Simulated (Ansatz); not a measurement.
Electronic density of states of amorphous alumina (Al32O47), density 2.81 g/cm³, on a 2×2×2 Γ-centred mesh with a Gaussian width of 0.1 eV; energies count from the Fermi level, whose place inside the gap is arbitrary. Cell and mesh are small, so fine structure isn't converged. All values below come from PBE, scalar-relativistic without spin-orbit coupling (plane waves to 420 eV, PAW; Ansatz, a first-principles code). Sampling: a 2×2×2 Γ-centred mesh; Fermi-Dirac width 0.02 eV; no spin polarisation. The usual formal charges leave 2 electrons over, so the level spacing at the Fermi energy parts defect or band states and needn't be the band gap. At PBE the levels at the filled edge of the gap are localised (band-tail or defect states), and the nearest spread-out levels lie 4.5 eV apart at the zone centre.

A CHGNet melt-quench gave the starting glass, which DFT then relaxed. O atoms were pushed apart under 1.9 Å during the dynamics, to hinder bonds among them. It is the lowest in DFT energy of 2 quenches. It is a model cell: composition and starting density were chosen by hand, and all elements were melted together. No dispersion term was used. Its density started from a set value of 2.81 and ended at 2.81 g/cm³. The simulated quench (nominally 280 K/ps over its main leg) is rapid and tends to freeze in more defects than a deposited or slowly cooled glass has. One small periodic cell is one sample of the glass; other quenches scatter about these values. The volume was held where the preparation left it, at a PBE pressure of 1.5 GPa. Stress components on the final sampling reach 3.1 GPa. On a 2×2×2 Γ-centred mesh force components of up to 0.18 eV/Å stay, since the relaxation ran on the zone centre alone.

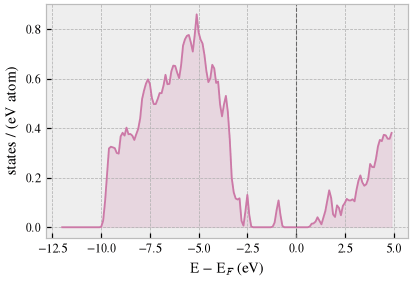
Fig. 1. Density of states per atom

The level spacing at the Fermi energy on this mesh is 1.69 eV; the broadening fills part of it in the curve.
